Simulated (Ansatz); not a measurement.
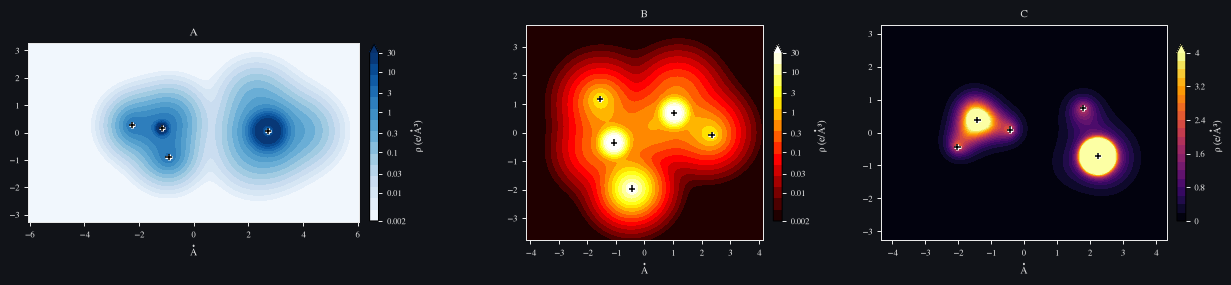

The total electron density of 3 systems, each on a plane through atoms (crosses mark nuclei in the plane).

Computed with Ansatz 0.2.0, RKS PBE0-D4/def2-TZVPPD.

System 1: CH₄···H₃Sb (SMILES C.[SbH3]), the plane of atoms H3, C1 and H5. Geometry: PBE0-D4/def2-TZVP; core potentials replace the inner electrons of Sb.

| atom | x (Å) | y (Å) | z (Å) |
| --- | --- | --- | --- |
| C | 0.0443 | -0.2127 | -1.7821 |
| H | -0.4001 | 0.6693 | -1.3213 |
| H | -0.0345 | -0.1325 | -2.8658 |
| H | -0.4828 | -1.1062 | -1.4475 |
| H | 1.0947 | -0.2816 | -1.4998 |
| Sb | 0.0137 | -0.4383 | 2.0935 |
| H | -1.3217 | 0.5068 | 1.6056 |
| H | 1.1104 | 0.7546 | 1.5567 |
| H | -0.0242 | 0.2406 | 3.6608 |

System 2: NH₄···AsH₃ (charge +1), the plane of atoms H3, N1 and H4. Geometry: rigid move from PBE0-D4/def2-TZVP.

```xyz
9

N     0.0517   -0.0724   -1.3522
H    -0.6488   -0.7383   -1.6845
H     0.9813   -0.3833   -1.6417
H     0.0120   -0.0165   -0.3152
H    -0.1383    0.8494   -1.7509
As   -0.0940    0.1315    2.4544
H     0.9507    0.8577    1.6039
H     0.0992   -1.1740    1.6795
H    -1.2340    0.5739    1.5342
```

System 3: FH₆Si₂ (charge −1), the plane of atoms Si3, Si2 and H5. Geometry: PBE0-D4/def2-TZVPD.

```xyz
9

F    -0.5894   -0.1670   -2.0646
Si    0.1078    1.0975    0.6059
Si   -0.1125   -0.9245   -0.5857
H     1.4971    1.2207    1.1703
H    -0.1508    2.4570    0.0007
H    -0.7719    1.0812    1.8264
H     0.3338   -1.5265    0.8224
H     1.0940   -1.5413   -1.2511
H    -1.4081   -1.6971   -0.5244
```

Question: Match each panel to its system.

Answer: Panel A is system 1, CH₄···H₃Sb: the plane holds C, H and Sb. C1···Sb6 (3.88 Å): the density falls to about 0.02 e/Å³ on the way; a non-bonded, intermolecular contact. Panel B is system 3, FH₆Si₂: the plane holds F, Si and H. Si–F (1.73 Å): ρ is about 0.86 e/Å³ halfway. Panel C is system 2, NH₄···AsH₃: the plane holds N, H and As. As6···H4 (2.78 Å): the density falls to about 0.08 e/Å³ on the way (a weak contact between the two molecules).
